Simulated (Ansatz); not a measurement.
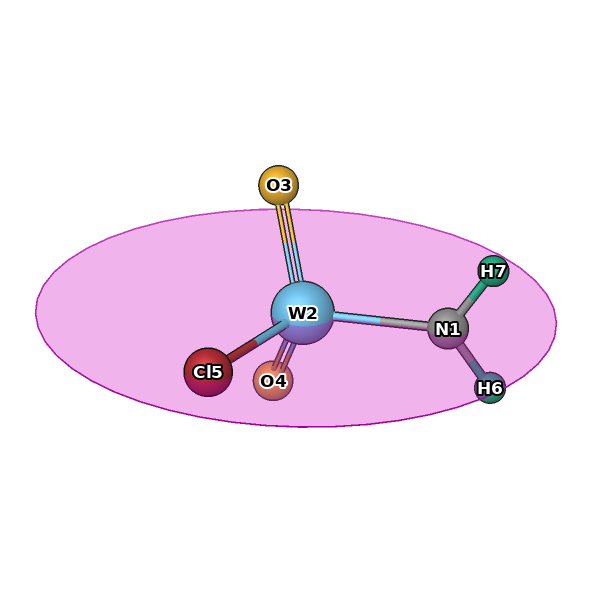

A disc through the centre of mass is drawn in. Depth is shown by fading: the farther an atom, the more it takes the colour of the background. Charge 0, singlet. The computed structure is the end point of a PBE0-D4/def2-TZVP optimisation.

Question: Is the plane of the disc a mirror plane of the structure?

Answer: Yes. The reflection leaves N1, W2, Cl5 in place and moves O3 ↔ O4; H6 ↔ H7. The point group is Cs.
